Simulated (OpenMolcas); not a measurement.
# A workflow on C3H4AlF (SMILES C#[C][Al]([CH3])[F])

Wanted: a series of 9 runs (UHF/cc-pVDZ, CASSCF(2,2)/cc-pVDZ, CASPT2(2,2)/cc-pVDZ, CASPT2[IPEA 0](2,2)/cc-pVDZ, SC-NEVPT2(2,2)/cc-pVDZ, PC-NEVPT2(2,2)/cc-pVDZ, MC-PDFT[tPBE](2,2)/cc-pVDZ, MC-PDFT[ftPBE](2,2)/cc-pVDZ, and more) of C3H4AlF. 

The results are computed with OpenMolcas 26.06.

**1. The structure to begin with**

C3H4AlF has 9 atoms, charge 0, and is taken as a singlet. As SMILES, `C#[C][Al]([CH3])[F]`. The C4–H8 distance was set to 1.969 Å, away from the relaxed value. At this shape a bond of the SMILES string is far longer than usual.

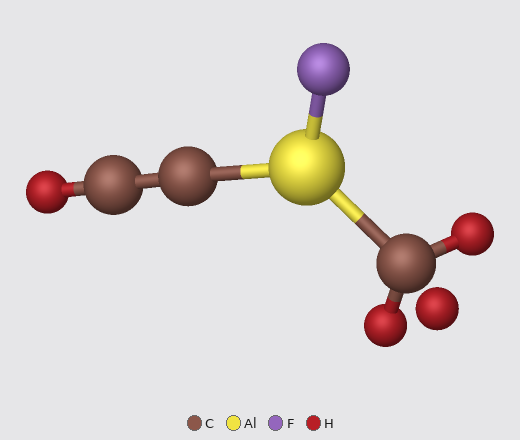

Viewed from a chosen angle; carbon brown, aluminium yellow, fluorine purple, hydrogen red.

**2. The energy at UHF/cc-pVDZ (run 1)**

step1.inp

```
* C3H4AlF Hartree-Fock

&GATEWAY
  BasLib=$CurrDir
  BasisSet
  C.cc-pVDZ....
  C1 -0.375022 3.375962 0.118927 angstrom
  C2 -0.284322 2.237362 -0.280273 angstrom
  C4 -1.028222 -1.056138 0.048827 angstrom
  End of Basis
  BasisSet
  Al.cc-pVDZ....
  Al3 -0.183222 0.427762 -0.851873 angstrom
  End of Basis
  BasisSet
  F.cc-pVDZ....
  F5 0.696378 0.145762 -2.218673 angstrom
  End of Basis
  BasisSet
  H.cc-pVDZ....
  H6 -0.450622 4.382262 0.465127 angstrom
  H7 -1.749422 -1.550838 -0.608873 angstrom
  H8 0.298900 -2.419800 0.555700 angstrom
  H9 -1.554422 -0.740038 0.952027 angstrom
  End of Basis

&SEWARD

&SCF
  UHF
  Scramble=0.25
  PrOrbitals=1 2
```

The basis set cc-pVDZ is read from a file made from the Basis Set Exchange's data (not shown).

Command:

```bash
$ export MOLCAS_MEM=1860
$ pymolcas step1.inp > step1.log
```

What it wrote, cut to the lines that bear on the results:

```text
--- Start Module: gateway ---
[...]
--- Stop Module: gateway /rc=_RC_ALL_IS_WELL_ ---
--- Start Module: seward ---
[...]
      Basis functions           94
--- Stop Module: seward /rc=_RC_ALL_IS_WELL_ ---
[...]
--- Start Module: scf ---
[...]
       Convergence after  58 Iterations
[...]
::    Total SCF energy                               -457.2152358965
[...]
      Total spin, S                                     0.4307527774
[...]
      Total electronic charge=   44.000000
      Total            charge=   -0.000000
[...]
      Dipole Moment (debye):
      Origin of the operator (angstrom)=   -0.1796    0.7983   -0.7570
                   X= -1.8322E+00               Y=  1.0091E+00               Z=  1.7047E+00           Total=  2.6984E+00
      Quadrupole Moment (debye*angstrom):
[...]
--- Stop Module: scf /rc=_RC_ALL_IS_WELL_ ---
[...]
```

It took 30 s on 1 thread of Intel Xeon Platinum 8259CL at 2.50GHz (Skylake/Cascade Lake), shared host; peak memory 0.52 GiB.

**3. The energy at CASSCF(2,2)/cc-pVDZ (run 2)**

step2.input

```
&GATEWAY
 BASLIB=$CurrDir
 BASISSET
 C.cc-pVDZ....
 C1 -0.375022 3.375962 0.118927 angstrom
 C2 -0.284322 2.237362 -0.280273 angstrom
 C4 -1.028222 -1.056138 0.048827 angstrom
 End of Basis
 BASISSET
 Al.cc-pVDZ....
 Al3 -0.183222 0.427762 -0.851873 angstrom
 End of Basis
 BASISSET
 F.cc-pVDZ....
 F5 0.696378 0.145762 -2.218673 angstrom
 End of Basis
 BASISSET
 H.cc-pVDZ....
 H6 -0.450622 4.382262 0.465127 angstrom
 H7 -1.749422 -1.550838 -0.608873 angstrom
 H8 0.298900 -2.419800 0.555700 angstrom
 H9 -1.554422 -0.740038 0.952027 angstrom
 End of Basis

&SEWARD

&RASSCF
 FILEORB=$CurrDir/step1.UnaOrb
 SPIN=1
 NACTEL=2 0 0
 INACTIVE=21
 RAS2=2
 ORBLISTING=Nothing
 ORBAPPEAR=Compact
```

The basis set cc-pVDZ is read from a file made from the Basis Set Exchange's data (not shown).

Command:

```bash
$ export MOLCAS_MEM=1860
$ pymolcas step2.input > step2.log
```

What it wrote, cut to the lines that bear on the results:

```text
--- Start Module: gateway ---
[...]
--- Stop Module: gateway /rc=_RC_ALL_IS_WELL_ ---
--- Start Module: seward ---
[...]
      Basis functions           94
--- Stop Module: seward /rc=_RC_ALL_IS_WELL_ ---
[...]
--- Start Module: rasscf ---
[...]
      Number of active orbitals                  2
[...]
      Spin quantum number                      0.0
[...]
      Active orbitals                            2
[...]
      Number of CSFs                             3
[...]
      Number of root(s) required                 1
[...]
      Convergence after 11 iterations
[...]
      printout of CI-coefficients larger than  0.05 for root  1
      energy=    -457.245363
      conf/sym  11     Coeff  Weight
             1  20   0.95106 0.90451
             3  02  -0.30901 0.09549
      Natural orbitals and occupation numbers for root  1
      sym 1:   1.809023   0.190977
      ************************************************************************************************************************
      *                                                    Final results                                                     *
[...]
::    RASSCF root number  1 Total energy:   -457.24536286
[...]
      Total electronic charge=   44.000000
      Total            charge=   -0.000000
[...]
      Dipole Moment (debye):
      Origin of the operator (angstrom)=   -0.1796    0.7983   -0.7570
                   X= -1.8129E+00               Y=  1.0232E+00               Z=  1.6961E+00           Total=  2.6852E+00
      Quadrupole Moment (debye*angstrom):
[...]
--- Stop Module: rasscf /rc=_RC_ALL_IS_WELL_ ---
[...]
```

Wall time 13 s (1 thread of Intel Xeon Platinum 8259CL at 2.50GHz (Skylake/Cascade Lake), shared host); peak memory 0.52 GiB.

Runs 3 to 4 aren't shown in full; the table further down has their settings and results.

**4. A single-point energy at SC-NEVPT2(2,2)/cc-pVDZ (run 5)**

step5.inp

```
>>> EXPORT MOLCAS_PRINT=2
&GATEWAY
BasLib=$CurrDir
BasisSet
C.cc-pVDZ....
C1 -0.375022 3.375962 0.118927 angstrom
C2 -0.284322 2.237362 -0.280273 angstrom
C4 -1.028222 -1.056138 0.048827 angstrom
End of Basis
BasisSet
Al.cc-pVDZ....
Al3 -0.183222 0.427762 -0.851873 angstrom
End of Basis
BasisSet
F.cc-pVDZ....
F5 0.696378 0.145762 -2.218673 angstrom
End of Basis
BasisSet
H.cc-pVDZ....
H6 -0.450622 4.382262 0.465127 angstrom
H7 -1.749422 -1.550838 -0.608873 angstrom
H8 0.298900 -2.419800 0.555700 angstrom
H9 -1.554422 -0.740038 0.952027 angstrom
End of Basis
&SEWARD
&RASSCF
FileOrb=$CurrDir/step2.RasOrb
Spin=1
Nactel=2 0 0
Inactive=21
Ras2=2
OrbListing=Nothing
OrbAppear=Compact
&CASPT2
SC-NEVPT2
Frozen=9
```

The basis set cc-pVDZ is read from a file made from the Basis Set Exchange's data (not shown).

Command:

```bash
$ export MOLCAS_MEM=1860
$ pymolcas step5.inp > step5.log
```

What it wrote, cut to the lines that bear on the results:

```text
--- Start Module: gateway ---
[...]
--- Stop Module: gateway /rc=_RC_ALL_IS_WELL_ ---
[...]
      Basis functions           94
[...]
--- Start Module: rasscf ---
[...]
      Number of active orbitals                  2
[...]
      Spin quantum number                      0.0
[...]
      Active orbitals                            2
[...]
      Number of CSFs                             3
[...]
      Number of root(s) required                 1
[...]
      Convergence after  4 iterations
[...]
      printout of CI-coefficients larger than  0.05 for root  1
      energy=    -457.245363
      conf/sym  11     Coeff  Weight
             1  20   0.95106 0.90451
             3  02  -0.30901 0.09549
      Natural orbitals and occupation numbers for root  1
      sym 1:   1.809023   0.190977
      ************************************************************************************************************************
      *                                                    Final results                                                     *
[...]
::    RASSCF root number  1 Total energy:   -457.24536286
[...]
      Total electronic charge=   44.000000
      Total            charge=   -0.000000
[...]
      Dipole Moment (debye):
      Origin of the operator (angstrom)=   -0.1796    0.7983   -0.7570
                   X= -1.8129E+00               Y=  1.0232E+00               Z=  1.6961E+00           Total=  2.6852E+00
      Quadrupole Moment (debye*angstrom):
[...]
--- Stop Module: rasscf /rc=_RC_ALL_IS_WELL_ ---
[...]
--- Start Module: caspt2 ---
[...]
 ###    WARNING: User changed nr of frozen orbitals.                         ###
 ###############################################################################
[...]
      E2 (Variational):          -0.6127731887
[...]
      E2 (Variational):          -0.6127126450
      Total energy:            -457.8580755079
[...]
      Reference weight:           0.82282
[...]
::    SC-NEVPT2 Root  1     Total energy:   -457.85807551
[...]
--- Stop Module: caspt2 /rc=_RC_ALL_IS_WELL_ ---
[...]
```

It took 11 s on 1 thread of Intel Xeon Platinum 8259CL at 2.50GHz (Skylake/Cascade Lake), shared host; peak memory 0.52 GiB.

Runs 6 to 8 aren't shown in full; the table further down has their settings and results.

**5. The energy at MRCI(2,2)/cc-pVDZ (run 9)**

step9.inp

```
>>> EXPORT MOLCAS_PRINT=2

&GATEWAY
 BasLib=$CurrDir
 BasisSet
 C.cc-pVDZ....
 C1 -0.375022 3.375962 0.118927 angstrom
 C2 -0.284322 2.237362 -0.280273 angstrom
 C4 -1.028222 -1.056138 0.048827 angstrom
 End of Basis
 BasisSet
 Al.cc-pVDZ....
 Al3 -0.183222 0.427762 -0.851873 angstrom
 End of Basis
 BasisSet
 F.cc-pVDZ....
 F5 0.696378 0.145762 -2.218673 angstrom
 End of Basis
 BasisSet
 H.cc-pVDZ....
 H6 -0.450622 4.382262 0.465127 angstrom
 H7 -1.749422 -1.550838 -0.608873 angstrom
 H8 0.298900 -2.419800 0.555700 angstrom
 H9 -1.554422 -0.740038 0.952027 angstrom
 End of Basis

&SEWARD

&RASSCF
 FileOrb=$CurrDir/step2.RasOrb
 Spin=1
 Nactel=2 0 0
 Inactive=21
 Ras2=2
 OrbListing=Nothing
 OrbAppear=Compact

&MOTRA
 LumOrb
 Frozen=9

&GUGA
 Electrons=26
 Spin=1
 Inactive=12
 Active=2
 CIAll=1

&MRCI
 SDCI
```

The basis set cc-pVDZ is read from a file made from the Basis Set Exchange's data (not shown).

Command:

```bash
$ export MOLCAS_MEM=1860
$ pymolcas step9.inp > step9.log
```

What it wrote, cut to the lines that bear on the results:

```text
--- Start Module: gateway ---
[...]
--- Stop Module: gateway /rc=_RC_ALL_IS_WELL_ ---
[...]
      Basis functions           94
[...]
      Number of active orbitals                  2
[...]
      Spin quantum number                      0.0
[...]
      Active orbitals                            2
[...]
      Number of CSFs                             3
[...]
      Number of root(s) required                 1
[...]
      Convergence after  4 iterations
[...]
      printout of CI-coefficients larger than  0.05 for root  1
      energy=    -457.245363
      conf/sym  11     Coeff  Weight
             1  20   0.95106 0.90451
             3  02  -0.30901 0.09549
      Natural orbitals and occupation numbers for root  1
      sym 1:   1.809023   0.190977
      ************************************************************************************************************************
      *                                                    Final results                                                     *
[...]
::    RASSCF root number  1 Total energy:   -457.24536286
[...]
      Dipole Moment (debye):
      Origin of the operator (angstrom)=   -0.1796    0.7983   -0.7570
                   X= -1.8129E+00               Y=  1.0232E+00               Z=  1.6961E+00           Total=  2.6852E+00
      Quadrupole Moment (debye*angstrom):
[...]
      *** WARNING: Default frozen orbitals is overwritten by user input.
      *** Default values:   6
[...]
--- Start Module: guga ---
[...]
--- Stop Module: guga /rc=_RC_ALL_IS_WELL_ ---
--- Start Module: mrci ---
[...]
       (But an ACPF correction will be computed)
       USE THE DEFAULT ACPF G-VALUE GFAC=   7.6923076923076927E-002
[...]
                      CI ENERGY:  -457.79389436
[...]
                ACPF CORRECTION:    -0.08290901
[...]
      Total electronic charge=   44.000000
      Total            charge=    0.000000
[...]
     ACPF CORRECTION:     -0.08290901
[...]
  CI State   1     Total energy:   -457.79389436     QDav:     -0.09096383     QACPF:     -0.08290901
[...]
--- Stop Module: mrci /rc=_RC_ALL_IS_WELL_ ---
[...]
```

Run time: 76 s. Hardware: 1 thread of Intel Xeon Platinum 8259CL at 2.50GHz (Skylake/Cascade Lake), shared host; peak memory 0.52 GiB.

**6. Overview of the runs**

```tsv
run	level	scramble	active rule	energy (Eh)	dipole moment (D) of the reference	wall time
1	UHF/cc-pVDZ	0.25	–	-457.215236	2.70	30 s
2	CASSCF(2,2)/cc-pVDZ	–	uhf natural orbitals	-457.245363	2.69	13 s
3	CASPT2(2,2)/cc-pVDZ	–	uhf natural orbitals	-457.859584	2.69	13 s
4	CASPT2[IPEA 0](2,2)/cc-pVDZ	–	uhf natural orbitals	-457.861217	2.69	13 s
5	SC-NEVPT2(2,2)/cc-pVDZ	–	uhf natural orbitals	-457.858076	2.69	11 s
6	PC-NEVPT2(2,2)/cc-pVDZ	–	uhf natural orbitals	-457.858136	2.69	11 s
7	MC-PDFT[tPBE](2,2)/cc-pVDZ	–	uhf natural orbitals	-458.476808	2.69	12 s
8	MC-PDFT[ftPBE](2,2)/cc-pVDZ	–	uhf natural orbitals	-458.620588	2.69	13 s
9	MRCI(2,2)/cc-pVDZ	–	uhf natural orbitals	-457.793894	2.69	76 s
```

**7. Summary of results**

```
                                                quantity          value
                  run 9, MRCI(2,2)/cc-pVDZ: total energy  -457.79389 Eh
run 9, MRCI(2,2)/cc-pVDZ: dipole moment (CASSCF density)         2.69 D
```

**Reading.** Below the UHF energy at the same shape and in the same basis (cc-pVDZ): CASSCF(2,2) -30.1 mEh; CASPT2(2,2) -644.3 mEh; CASPT2[IPEA 0](2,2) -646.0 mEh; SC-NEVPT2(2,2) -642.8 mEh; PC-NEVPT2(2,2) -642.9 mEh; MRCI(2,2) -578.7 mEh. Active-space methods hold only the correlation inside their space unless a perturbation or CI step follows. Spin contamination of the reference: run 1 ⟨S²⟩ = 0.62. Where it is this large, the reference is a mixture of spin states, and values that rest on it are in doubt. All runs together took 3.2 min, the longest 76 s.
